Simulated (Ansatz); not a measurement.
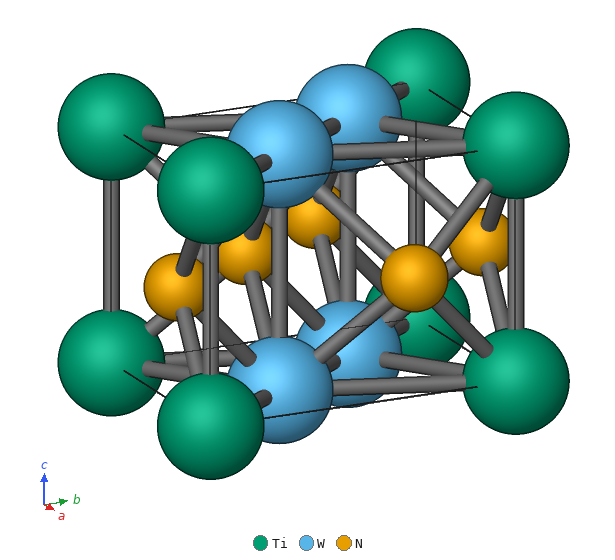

Structure drawing (ball-and-stick), viewed slightly off an axis. Atoms at the boundary of the conventional unit cell (the box) are drawn once for each face, edge or corner they touch.

TiW₂N₃, space group P-62m (No. 189), a = 4.974 Å, b = 4.974 Å, c = 2.814 Å, α = 90.00°, β = 90.00°, γ = 120.00°. The cell started as a structure type filled with these elements by a generator (whether the compound takes this form wasn't checked). Earlier steps of the study, as a rule a relaxation of our own, may have changed the cell and positions, so they can lie some per cent off the listed ones. A calculation with Ansatz used it as input.

This one geometry was computed with Ansatz (DFT, plane waves, PAW) at three levels of theory: LDA, PBE and PBE with spin-orbit coupling.

Q: Which level gives the highest pressure at this volume, and what does that say about its equilibrium volume?

A: Highest: PBE (0.0 GPa) and PBE with spin-orbit coupling (0.0 GPa), which points to the largest equilibrium volume. Lowest, with the smallest volume: LDA (-16.7 GPa). Levels within 0.5 GPa of each other can't be told apart.

Q: How does the band gap change with the level of theory?

A: All levels give a metal.

Q: Collect the results in a table.

A:
| level | cutoff (eV) | k-mesh of the run's cell | gap (eV) | pressure (GPa) |
| --- | --- | --- | --- | --- |
| LDA | 420 | 12×12×14 | metal | -16.7 |
| PBE | 420 | 12×12×14 | metal | 0.0 |
| PBE with spin-orbit coupling | 420 | 12×12×14 | metal | 0.0 |

Gaps are taken on the k-mesh or band path of each run.
